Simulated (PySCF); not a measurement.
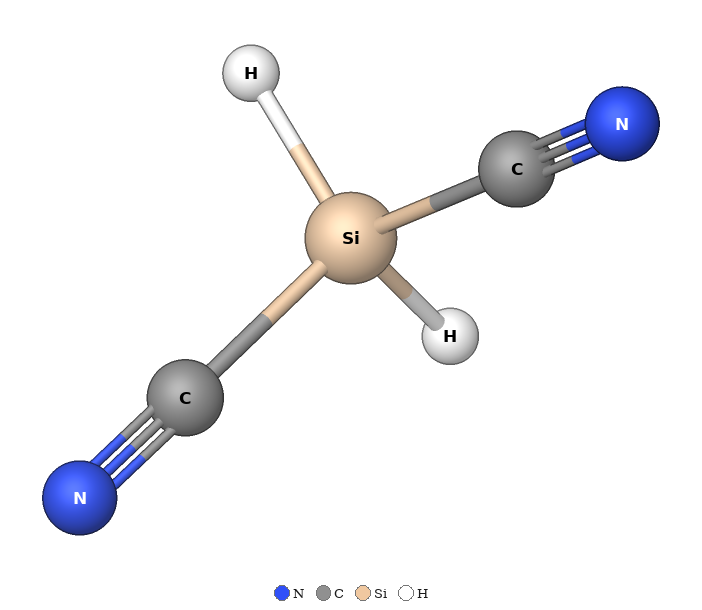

The computed structure is the end point of a PBE0-D3(BJ)/def2-SVP optimisation. No frequency run is at hand to confirm it as a minimum. Program: PySCF 2.14.0.

Compare HOMO–LUMO gap (eV), dipole (D), HOMO energy (eV) at these levels: B3LYP/pcSseg-2; B97-D/pcSseg-2; BP86/pcSseg-2; KT2/pcSseg-2; KT3/pcSseg-2; OPBE/pcSseg-2; PBE/pcSseg-2; PBE0/6-311+G(2d,p); PBE0/6-31G*; PBE0/cc-pVDZ; PBE0/def2-SVP; PBE0/def2-TZVP.

```tsv
level	HOMO–LUMO gap (eV)	dipole (D)	HOMO energy (eV)
B3LYP/pcSseg-2	8.17	3.75	−10.06
B97-D/pcSseg-2	6.40	3.63	−8.95
BP86/pcSseg-2	6.33	3.64	−9.07
KT2/pcSseg-2	6.30	3.61	−8.95
KT3/pcSseg-2	6.38	3.58	−9.00
OPBE/pcSseg-2	6.40	3.57	−8.97
PBE/pcSseg-2	6.32	3.63	−8.98
PBE0/6-311+G(2d,p)	8.57	3.75	−10.31
PBE0/6-31G*	8.77	3.56	−10.09
PBE0/cc-pVDZ	8.71	3.51	−10.09
PBE0/def2-SVP	8.72	3.56	−10.20
PBE0/def2-TZVP	8.59	3.69	−10.28
```
